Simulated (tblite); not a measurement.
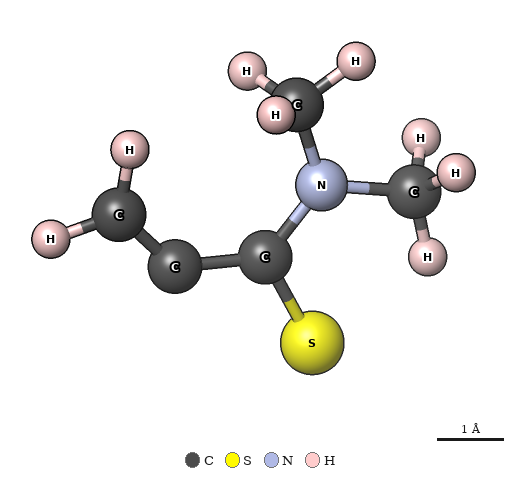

C$_{5}$H$_{8}$NS (multiplicity 2), before the relaxation. The picture is a ball-and-stick view, seen at a tilt.

Computed with GFN2-xTB geometry optimisation, gas phase in tblite 0.8.0.

```xyz
15

C     2.5500    0.3075    0.2072
C     1.7925    1.0069   -0.5831
C     0.4157    0.9335   -0.8935
S    -0.1514    2.0654   -1.9949
N    -0.5579    0.0312   -0.3947
C    -1.9412    0.1629   -0.8891
C    -0.3142   -1.0195    0.5432
H     3.6197    0.5920    0.2722
H     2.2756   -0.5276    0.8343
H    -2.1358   -0.8009   -1.4016
H    -2.0381    1.0319   -1.5490
H    -2.6150    0.1690   -0.0027
H     0.3778   -1.7478    0.0924
H    -1.2855   -1.5579    0.7021
H     0.0035   -0.6386    1.5297
```

Q: Predict the outcome.

A: The energy falls by 31.5 kcal/mol in 133 geometry steps. The atom that moves furthest after the best rigid fit is H9 (1.80 Å). Largest moves by element: H 1.80 Å, C 0.61 Å, S 0.42 Å, N 0.19 Å. Some distances before and after: C2–C3 1.413 → 1.341 Å, C3–N5 1.418 → 1.362 Å, C3–S4 1.678 → 1.718 Å, N5–C6 1.475 → 1.436 Å. Among the angles between lasting bonds that change: C1–C2–C3 132.4° → 173.2°, N5–C6–H10 104.0° → 111.3°, S4–C3–N5 115.3° → 122.1°. Groups turn about N5–C7 by about 45°.

Final geometry:

```xyz
15

C     2.8293    0.4910    0.1492
C     1.5945    0.5654   -0.2150
C     0.3621    0.7260   -0.7199
S     0.2465    1.9306   -1.9399
N    -0.7226    0.0214   -0.2920
C    -1.9911    0.1118   -0.9592
C    -0.5599   -1.0783    0.6212
H     3.2132    1.0384    0.9999
H     3.5523   -0.1232   -0.3710
H    -2.1591   -0.7515   -1.6130
H    -2.0156    1.0179   -1.5619
H    -2.7916    0.1502   -0.2175
H    -0.5393   -2.0383    0.0917
H    -1.3939   -1.0906    1.3258
H     0.3709   -0.9628    1.1739
```

After the run, drawn alike:

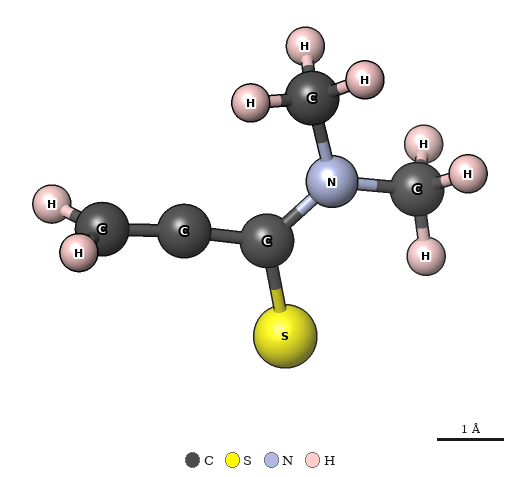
